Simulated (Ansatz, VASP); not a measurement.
# SiTe2: VASP beside Ansatz

Aim: how closely do two programs agree when they are given the same cell, functional and k mesh? The cell is generated by rule, not measured, and may not be a known phase. The cell comes out of the VASP series on this material, whose earlier steps may have relaxed, scaled or displaced it; both programs get it as it stands.

Method: plane waves, with VASP 6.6.1 beside it; band structure at PBEsol and band structure at PBEsol, spin-orbit coupling, in Ansatz 0.2.0.

The structure was built from a prototype and need not be the compound's stable phase.

## 1. The structure

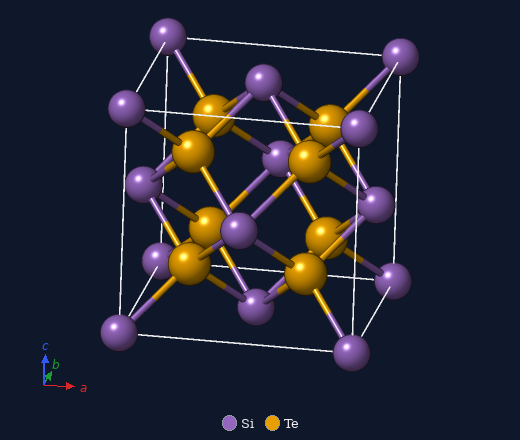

Start, viewed slightly off an axis; silicon purple, tellurium orange. This picture shows the conventional cell, with its axes. Some periodic images of atoms are drawn too.

## 2. VASP: band structure, PBEsol

Levels along a path test the potential and the projectors away from the mesh points.

Lines of VASP's logs that name or quote its potential files are left out, and so is its time.

The input, INCAR:

```
SYSTEM = SiTe2
PREC = Accurate
ENCUT = 400
EDIFF = 1E-06
NELM = 100
ISMEAR = 0
SIGMA = 0.02
LREAL = .FALSE.
ALGO = Normal
GGA = PS
NBANDS = 21
LORBIT = 11
LWAVE = .FALSE.
LCHARG = .FALSE.
KPAR = 4
ISIF = 2
```

The input, POSCAR:

```
SiTe2
1.0
    0.0000000000      3.1343200000      3.1343200000
    3.1343200000      0.0000000000      3.1343200000
    3.1343200000      3.1343200000      0.0000000000
Si Te
1 2
Direct
    0.0000000000      0.0000000000      0.0000000000
    0.2500000000      0.2500000000      0.2500000000
    0.7500000000      0.7500000000      0.7500000000
```

The input, KPOINTS:

```
Automatic mesh
0
Gamma
12 12 12
0 0 0
```

The input, KPOINTS_OPT:

```
Line mode
24
Line-mode
Reciprocal
  0.00000000   0.00000000   0.00000000 GAMMA
  0.50000000   0.00000000   0.50000000 X

  0.50000000   0.00000000   0.50000000 X
  0.50000000   0.25000000   0.75000000 W

  0.50000000   0.25000000   0.75000000 W
  0.37500000   0.37500000   0.75000000 K

  0.37500000   0.37500000   0.75000000 K
  0.00000000   0.00000000   0.00000000 GAMMA

  0.00000000   0.00000000   0.00000000 GAMMA
  0.50000000   0.50000000   0.50000000 L

  0.50000000   0.50000000   0.50000000 L
  0.62500000   0.25000000   0.62500000 U

  0.62500000   0.25000000   0.62500000 U
  0.50000000   0.25000000   0.75000000 W

  0.50000000   0.25000000   0.75000000 W
  0.50000000   0.50000000   0.50000000 L

  0.50000000   0.50000000   0.50000000 L
  0.37500000   0.37500000   0.75000000 K

  0.62500000   0.25000000   0.62500000 U
  0.50000000   0.00000000   0.50000000 X
```

The projector-augmented-wave data sets are Si and Te (PBE family, release 64).

Started as:

```console
> mpirun -np 4 vasp_std
```

Numbers of over 12 decimals in the logs are rounded to 6 here.

The log of the run:

```text
[banner, memory and clock lines left out]
running    4 mpi-ranks, on    1 nodes
 distrk:  each k-point on    1 cores,    4 groups
 distr:  one band on    1 cores,    1 groups

 POSCAR found type information on POSCAR SiTe
 POSCAR found :  2 types and       3 ions
|                                                                             |
|               ----> ADVICE to this user running VASP <----                  |
|                                                                             |
|     You enforced a specific xc type in the INCAR file but a different       |
|     [... a line on the potential file left out ...]
|     I HOPE YOU KNOW WHAT YOU ARE DOING!                                     |
|                                                                             |

 LDA part: xc-table for (Slater+PW92), standard interpolation
 POSCAR, INCAR and KPOINTS ok, starting setup
 FFT: planning ... GRIDC
 FFT: planning ... GRID_SOFT
 FFT: planning ... GRID
 WAVECAR not read
 entering main loop
       N       E                     dE             d eps       ncg     rms          rms(c)
DAV:   1     0.430976035254E+02    0.43098E+02   -0.48937E+03  3024   0.504E+02
DAV:   2    -0.823364830075E+01   -0.51331E+02   -0.47806E+02  3957   0.104E+02
DAV:   3    -0.106547984795E+02   -0.24212E+01   -0.23820E+01  3810   0.211E+01
DAV:   4    -0.106835682571E+02   -0.28770E-01   -0.28763E-01  3602   0.273E+00
DAV:   5    -0.106841138218E+02   -0.54556E-03   -0.54556E-03  3932   0.391E-01    0.170E+01
DAV:   6    -0.105450897818E+02    0.13902E+00   -0.74927E-02  3629   0.145E+00    0.100E+01
DAV:   7    -0.105194137563E+02    0.25676E-01   -0.59636E-02  3937   0.110E+00    0.160E+00
DAV:   8    -0.105164295390E+02    0.29842E-02   -0.89040E-03  3422   0.484E-01    0.340E-01
DAV:   9    -0.105163493640E+02    0.80175E-04   -0.55051E-04  3783   0.102E-01    0.139E-01
DAV:  10    -0.105163441575E+02    0.52064E-05   -0.93931E-06  3647   0.161E-02    0.359E-02
DAV:  11    -0.105163441077E+02    0.49850E-07   -0.62703E-07  2994   0.422E-03
   1 F= -.10516344E+02 E0= -.10516112E+02  d E =-.465117E-03
 Start KPOINTS_OPT (optional k-point list driver)
k-point batch [1-72\240]
       N       E                     dE             ncg
DAV:   1     0.871511005687E+04   -0.18814E+05     3024
DAV:   2     0.510710605367E+04   -0.36080E+04     3917
DAV:   3     0.493626293047E+04   -0.17084E+03     3841
DAV:   4     0.493428304834E+04   -0.19799E+01     3560
DAV:   5     0.493424555832E+04   -0.37490E-01     3834
DAV:   6     0.493424455187E+04   -0.10065E-02     3737
DAV:   7     0.493424452163E+04   -0.30233E-04     3863
DAV:   8     0.493424452090E+04   -0.73874E-06     2480
[...]
k-point batch [217-240\240]
       N       E                     dE             ncg
DAV:   1     0.239402932021E+05   -0.80330E+04     1008
DAV:   2     0.227244630202E+05   -0.12158E+04     1323
DAV:   3     0.226661161080E+05   -0.58347E+02     1179
DAV:   4     0.226654403715E+05   -0.67574E+00     1173
DAV:   5     0.226654281991E+05   -0.12172E-01     1318
DAV:   6     0.226654278738E+05   -0.32537E-03     1153
DAV:   7     0.226654278638E+05   -0.99233E-05     1380
DAV:   8     0.226654278636E+05   -0.24933E-06      724
```

From OUTCAR (step 2):

```text
ion  position               nearest neighbor table
   1  0.000  0.000  0.000-   3 2.71   3 2.71   3 2.71   2 2.71   3 2.71   2 2.71   2 2.71   2 2.71

  LATTYP: Found a face centered cubic cell.
 ALAT       =     6.2686400000

 Subroutine GETGRP returns: Found 48 space group operations
 (whereof 48 operations were pure point group operations)

The static configuration has the point symmetry O_h .

 Found     72 irreducible k-points:

   k-points           NKPTS =     72   k-points in BZ     NKDIM =     72   number of bands    NBANDS=     21

   dimension x,y,z NGX =    30 NGY =   30 NGZ =   30
   dimension x,y,z NGXF=    60 NGYF=   60 NGZF=   60

   ENCUT  =  400.0 eV  29.40 Ry    5.42 a.u.   7.23  7.23  7.23*2*pi/ulx,y,z

   NELECT =      16.0000    total number of electrons

 k-points in reciprocal lattice and weights: Automatic mesh
   0.00000000  0.00000000  0.00000000       0.001
   0.08333333  0.00000000  0.00000000       0.005
   0.16666667  0.00000000  0.00000000       0.005
   0.25000000  0.00000000  0.00000000       0.005
   0.33333333  0.00000000  0.00000000       0.005
   0.41666667  0.00000000  0.00000000       0.005
   0.50000000  0.00000000  0.00000000       0.002
   0.08333333  0.08333333  0.00000000       0.003
   0.16666667  0.08333333  0.00000000       0.014
[...]
-0.33333333  0.50000000  0.16666667       0.007
  -0.25000000  0.50000000  0.25000000       0.003

 average (electrostatic) potential at core
       1 -79.0981       2 -84.3940       3 -84.3940

 E-fermi :  10.7106

 k-point     1 :       0.0000    0.0000    0.0000
  band No.  band energies     occupation
    ...
      5       5.9250      2.00000
      6       7.4910      2.00000
      7       7.8133      2.00000
      8       7.8133      2.00000
      9       7.8133      2.00000
     10      11.9512      0.00000
     11      11.9512      0.00000
     12      11.9512      0.00000
     13      14.0422      0.00000
     14      14.0422      0.00000
    ...

 k-point     2 :       0.0833    0.0000    0.0000
  band No.  band energies     occupation
    ...
      5       5.8717      2.00000
      6       6.9023      2.00000
      7       7.8386      2.00000
      8       7.8386      2.00000
      9       8.9916      2.00000
     10      11.7586      0.00000
     11      11.7586      0.00000
     12      11.8874      0.00000
     13      14.5392      0.00000
     14      14.5392      0.00000
    ...

 k-point     3 :       0.1667    0.0000    0.0000
  band No.  band energies     occupation
    ...
      5       5.7554      2.00000
      6       7.0160      2.00000
      7       7.8213      2.00000
      8       7.8213      2.00000
      9      10.3647      2.00000
     10      11.6184      0.00000
     11      11.6184      0.00000
     12      11.9973      0.00000
     13      15.6301      0.00000
     14      15.6301      0.00000
    ...

  Total        9.4383050      9.4383050      9.4383050      0.0000000     -0.0000000      0.0000000
  in kB      245.5526313    245.5526313    245.5526313      0.0000000     -0.0000000      0.0000000
  external PRESSURE =     245.5526313 kB  Pullay stress =       0.0000000 kB

  energy-cutoff  :      400.00
  volume of cell :       61.58
      direct lattice vectors                 reciprocal lattice vectors
     0.000000000  3.134320000  3.134320000    -0.159524235  0.159524235  0.159524235
     3.134320000  0.000000000  3.134320000     0.159524235 -0.159524235  0.159524235
     3.134320000  3.134320000  0.000000000     0.159524235  0.159524235 -0.159524235

 POSITION                                       TOTAL-FORCE (eV/Angst)
 -----------------------------------------------------------------------------------
      0.00000      0.00000      0.00000         0.000000      0.000000     -0.000000
      1.56716      1.56716      1.56716         0.000000     -0.000000      0.000000
      4.70148      4.70148      4.70148        -0.000000      0.000000     -0.000000
 -----------------------------------------------------------------------------------
    total drift:                               -0.000000      0.000000      0.000000

  FREE ENERGIE OF THE ION-ELECTRON SYSTEM (eV)
  ---------------------------------------------------
  free  energy   TOTEN  =       -10.5163441077 eV

  energy  without entropy=      -10.5158789909  energy(sigma->0) =      -10.51611155

 total charge
# of ion       s       p       d       tot
------------------------------------------
    1        0.906   0.705   0.000   1.611
    2        1.436   1.886   0.118   3.440
    3        1.436   1.886   0.118   3.440
--------------------------------------------------
tot          3.778   4.477   0.235   8.490

[... 3 further parts left out ...]
```

The run ends at a pressure of 24.56 GPa.

## 3. Ansatz: band structure, PBEsol

Ansatz runs on its default PAW (the set named soft_2) files.

The same cell, functional, mesh and smearing now go to Ansatz, which takes its cutoff from its data sets.

The input, input.yaml:

```yaml
crystal:
  lattice:
    - [0.0, 3.13432, 3.13432]
    - [3.13432, 0.0, 3.13432]
    - [3.13432, 3.13432, 0.0]
  atoms:
    - { symbol: Si, position: [0.0, 0.0, 0.0] }
    - { symbol: Te, position: [0.25, 0.25, 0.25] }
    - { symbol: Te, position: [0.75, 0.75, 0.75] }
hamiltonian:
  xc: pbesol
  pseudopotentials: { kind: paw }
kpoints:
  mp_grid: { grid: [12, 12, 12] }
  band_path:
    path:
      - [0.0, 0.0, 0.0]
      - [0.17391, 0.0, 0.17391]
      - [0.34783, 0.0, 0.34783]
      - [0.5, 0.0, 0.5]
      - [0.5, 0.08696, 0.58696]
      - [0.5, 0.18478, 0.68478]
      - [0.49457, 0.25543, 0.75]
      - [0.45109, 0.29891, 0.75]
      - [0.40761, 0.34239, 0.75]
      - [0.34239, 0.34239, 0.68478]
      - [0.21196, 0.21196, 0.42391]
      - [0.08152, 0.08152, 0.16304]
      - [0.04348, 0.04348, 0.04348]
      - [0.23913, 0.23913, 0.23913]
      - [0.41304, 0.41304, 0.41304]
      - [0.5163, 0.46739, 0.5163]
      - [0.55978, 0.38043, 0.55978]
      - [0.6087, 0.28261, 0.6087]
      - [0.60326, 0.25, 0.64674]
      - [0.55978, 0.25, 0.69022]
      - [0.5163, 0.25, 0.7337]
      - [0.5, 0.30435, 0.69565]
      - [0.5, 0.3913, 0.6087]
      - [0.5, 0.47826, 0.52174]
      - [0.47283, 0.47283, 0.55435]
      - [0.42391, 0.42391, 0.65217]
      - [0.38043, 0.38043, 0.73913]
      - [0.59239, 0.18478, 0.59239]
      - [0.54891, 0.09783, 0.54891]
      - [0.5, 0.0, 0.5]
    npoints: 1
scf:
  occupations: { method: gaussian, width: 0.02 }
  n_extra_bands: 7
output:
  forces: true
  stress: true
  eigenvalues: true
  write_density: true
  write_potential: true
  elf: true
  volumetric_format: npy
```

Started as:

```console
> ansatz run input.yaml --threads 2 --pin off --max-ram 4608MiB --backend cpu --events-out ev --progress --plain --runs-dir out
```

The log of the run:

```text
scf.n_extra_bands = 7 over 18 filled bands (N_el = 36.0): the run solves 25 bands
Engine: ansatz 0.2.0, aarch64-unknown-linux-gnu
Pseudopotentials: kind: paw
Pseudopotential: Si, paw, valence charge 4, recommended cutoff 420 eV (normal), Si.paw.azcp
Pseudopotential: Te, paw, valence charge 16, recommended cutoff 420 eV (normal), Te.paw.azcp
Functional definition: PBEsol
  exchange = pbesol_x
  correlation = pbesol_c
Crystal: 3 atoms, lattice volume = 61.583 Å³
Basis set: ecut = 420 eV, 1243 PW (Γ), exchange–correlation on 60×60×60 points (8 copies of the dense FFT grid, shifted against one another)
Bands: 25, of which v1, the nominal top of the filled ones, is band 18 counted from 1 (17 counted from 0)
Symmetry: 48 space group operations
Space group: Fm-3m (ITA 225), of the structure as read, at distance tolerance 3.9e-5 Å
k-points: 72 of 1728
Non-local potential: Si, projectors of the file, l = 0: 2, l = 1: 2, l = 2: 2
Non-local potential: Te, projectors of the file, l = 0: 2, l = 1: 2, l = 2: 2, l = 3: 2
PAW form: soft (Blöchl's): semilocal exchange-correlation on the pseudo side does not see the compensation charge
PAW frozen core: Si, regenerated for the run's functional, and the local potential with it (the file was generated under x = pbe(κ = 0.804, μ = 0.219515), c = pbe(β = 0.066725))
PAW frozen core: Te, regenerated for the run's functional, and the local potential with it (the file was generated under x = pbe(κ = 0.804, μ = 0.219515), c = pbe(β = 0.066725))
PAW one-centre angular grid: Si, 110 points (default); XC on 64 Gauss nodes
PAW one-centre angular grid: Te, 590 points (default); XC on 64 Gauss nodes
Initial density: superposition of atomic densities (neutral atoms: chi_scale 0, normalization atom), corrected by the library's trained network
Initial wavefunctions: pseudopotential atomic-orbital guess
Functional: x = pbesol(κ = 0.804, μ = 0.123457), c = pbesol(β = 0.046)
SCF iter   1: F=—  HF=-14422.253246 eV  |F-HF|=—  |Δ(HF+E_count)|=         —  Δρ=2.73e-3  dr2=5.44e-3  ethr=1.77e-3  ⟨swp⟩=6.8  Hψ=9337  notcnv=0  defer=1
preconditioner: auto → none  [insulator: Δε(μ)=0.053 eV  Ē_g=10.980 eV  σ=0.020 eV  W_gap=0.67  n_scr=14 (ndim 8)  ℏωp=18.9 eV  f_vac=0.005  D(μ)=2.47/eV (n_scr^D=14)  ε∞_Penn≈4.0]
SCF iter   2: F=—  HF=-14422.250231 eV  |F-HF|=—  |Δ(HF+E_count)|=   3.02e-3  Δρ=1.29e-3  dr2=9.17e-4  ethr=1.51e-5  ⟨swp⟩=2.4  Hψ=3172  notcnv=0  defer=141
SCF iter   3: F=—  HF=-14422.250191 eV  |F-HF|=—  |Δ(HF+E_count)|=   4.02e-5  Δρ=3.44e-4  dr2=5.95e-5  ethr=2.55e-6  ⟨swp⟩=2.0  Hψ=3317  notcnv=0  defer=141
SCF iter   4: F=—  HF=-14422.250146 eV  |F-HF|=—  |Δ(HF+E_count)|=   4.47e-5  Δρ=1.21e-4  dr2=4.97e-6  ethr=1.65e-7  ⟨swp⟩=2.0  Hψ=2949  notcnv=0  defer=141
iter 5 did not close the SCF: its close was put off for the readings that it lacked (scf_convergence_deferred on its scf_iter line)
SCF iter   5: F=-14422.250146 eV  HF=-14422.250146 eV  |F-HF|=4.60e-9  |Δ(HF+E_count)|=   2.17e-7  Δρ=8.12e-6  dr2=2.66e-8  ethr=1.38e-8  ⟨swp⟩=2.0  Hψ=2936  notcnv=0  defer=141
SCF iter   6: F=-14422.250146 eV  HF=-14422.250146 eV  |F-HF|=1.43e-9  |Δ(HF+E_count)|=   3.80e-9  Δρ=1.43e-6  dr2=1.20e-9  ethr=7.39e-11  ⟨swp⟩=10.1  Hψ=11708  notcnv=0
SCF 1 converged in 6 iterations: F = -14422.250146 eV  dr2 = 1.20e-9
  greatest PAW one-centre occupation: 0.999 electrons in one spin orbital (limit 2), on the Te atom at site 2 (counted from 0), in its partial waves of l = 2
NSCF: frozen V_eff on 30 k-points
SCF converged after 6 iterations
Free energy (F): -14422.250146 eV
Harris-Foulkes:  -14422.250146 eV  (|F-HF|=1.43e-9)
Internal energy: -14422.249723 eV  (E = F + TS)
E sigma→0 (E₀):  -14422.249934 eV
Entropy (-TS):   -0.000422 eV (-0.141 meV/atom)
Fermi energy:    13.925573 eV
--- Per-component energies (eV) ---
  E_band       = -356.630615
  E_kinetic    = 415.136509
  E_local      = -2075.589207  (includes V_loc(G=0)·N_el)
  E_nonlocal   = -588.516967
  E_hartree    = 1459.170290
  E_xc         = -308.706172
  E_vxc        = -264.527779  (∫ρ·V_xc dr)
  E_paw        = -9667.500940  (= ΣΔE_a)
  E_vpaw       = -761.475809  (= ΣTr[D̂ρ^β])
  E_aug_tail   = -0.000425  (compensation charges beyond the density's cutoff)
  E_ewald      = -3657.024002
  E_core_change = 0.781191  (= ΣΔE_core)
  E_smearing   = -0.000422  (= −TS)
  E_closure    = 0.000000  (closes the sum)
  Σ components = -14422.250146   (vs F -14422.250146, Δ=0.00e0)
--- Forces (eV/Å), atoms counted from 1 ---
  atom   1  Si    -0.00000000     0.00000000    -0.00000000
  atom   2  Te     0.00000000     0.00000000     0.00000000
  atom   3  Te    -0.00000000    -0.00000000     0.00000000
  max |Σ_I F_I| component: 1.16e-17 eV/Å
--- Stress (GPa, compression-positive) ---
       24.257919       0.000000       0.000000
       -0.000000      24.257919      -0.000000
       -0.000000       0.000000      24.257919
  P = ⅓ Tr σ = 24.2579 GPa (242.579 kbar)
--- Band table (eV; the first three rows and the last of 72) ---
  k-point 0: bands = [... 14 lower, 9.1447, 10.7004, 11.0352, 11.0352, 11.0352, 15.1712, 15.1712, 15.1712, ... 3 higher]
  k-point 1: bands = [... 14 lower, 9.0919, 10.1155, 11.0597, 11.0597, 12.2076, 14.9809, 14.9809, 15.1077, ... 3 higher]
  k-point 2: bands = [... 14 lower, 8.9768, 10.2270, 11.0413, 11.0413, 13.5790, 14.8429, 14.8429, 15.2185, ... 3 higher]
  k-point 71: bands = [... 14 lower, 10.0556, 10.0556, 12.7670, 14.5512, 15.4189, 16.3370, 18.2842, 18.2842, ... 3 higher]
```

Wall time 9.2 s (2 threads of Arm Neoverse N1, shared host); peak memory 0.36 GiB.

In the SCF lines HF is the Harris–Foulkes energy and dr2 the Hartree energy of the density residual, in eV; the loop may stop once dr2 is under the threshold and the program's other checks hold. Hψ counts applications of the Hamiltonian.

## 4. Side by side

Known differences besides the PAW data sets themselves: the data sets hold 36 valence electrons in Ansatz (default PAW (the set named soft_2) files) and 16 in VASP; the cutoff is 420 eV in Ansatz and 400 eV in VASP; Ansatz makes its cores anew for this functional, VASP keeps those of its PBE data sets; VASP leaves aspherical gradient terms in its spheres out (LASPH is not set), Ansatz keeps them. Total energies have different zeros and are not compared.

Compared:

| quantity | Ansatz | VASP | difference |
| --- | --- | --- | --- |
| pressure (GPa) | 24.26 | 24.56 | -0.30 |

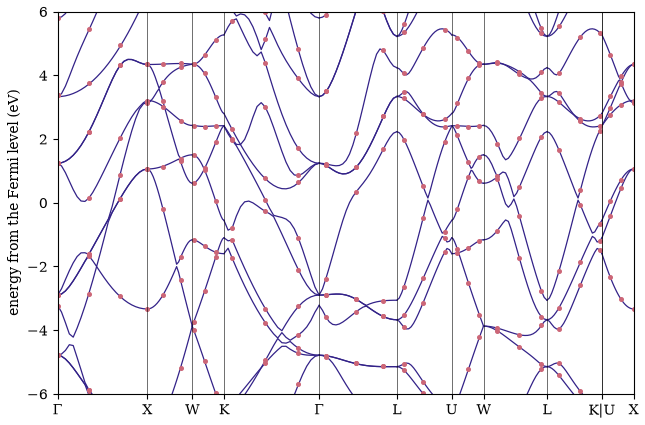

Bands from VASP (lines) and levels from Ansatz (dots). Dots without a line are higher empty bands that the VASP plot leaves out.

Levels from 3 eV below to 2 eV above the Fermi level differ by 7 meV r.m.s. and 13 meV at most; each VASP level is matched to the nearest of Ansatz, which flatters the figure a little.

## 5. Further runs

An all-electron run, which needs no data sets, serves as referee.

| run | r.m.s. difference of levels near the Fermi level (meV) |
| --- | --- |
| as above | 6.8 |
| Ansatz's all-electron LAPW method | 6.1 |

(Continued in part 2 of 2.)

[Lines on the potential files, build, host, timing and source positions are cut from VASP's logs without a mark.]

[Logs are printed without paths, hosts, clocks, repeated set-up lines and the standing remarks that a program may print on its own settings, such as how far it seeks lower states.]

[Hosts, paths, dates, database ids (printed as entryN), source tags and the programs' standing remarks are cut or masked in the printed files.]
